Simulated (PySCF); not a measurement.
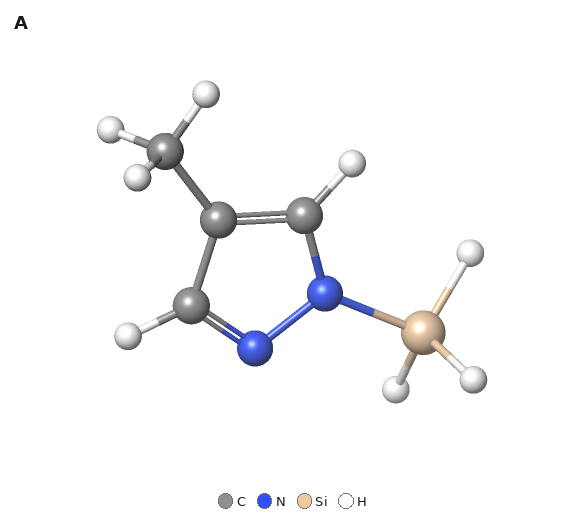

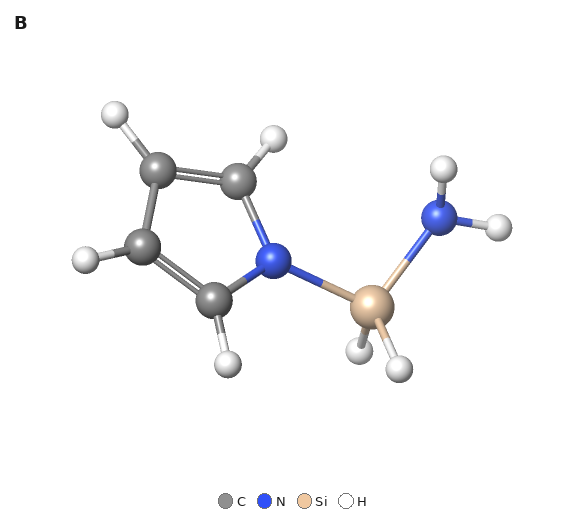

2 stationary structures of one formula. Geometries: GFN2-xTB. Electronic energies: PBE0/def2-SVPD (PySCF 2.14.0), without zero-point energy. No frequency run is at hand to confirm each as a minimum. Each is one conformer, not always the lowest.

Question: Rank them by energy, lowest first.

Answer: B is lowest; A lies 29.2 kcal/mol above it. A is `Cc1cnn([SiH3])c1`, B is `N[SiH2]n1cccc1`.

The geometry is semi-empirical. Around Si such bond lengths and angles can be off by a tenth of an ångström or more and by several degrees, and values that hang on the shape move with them.
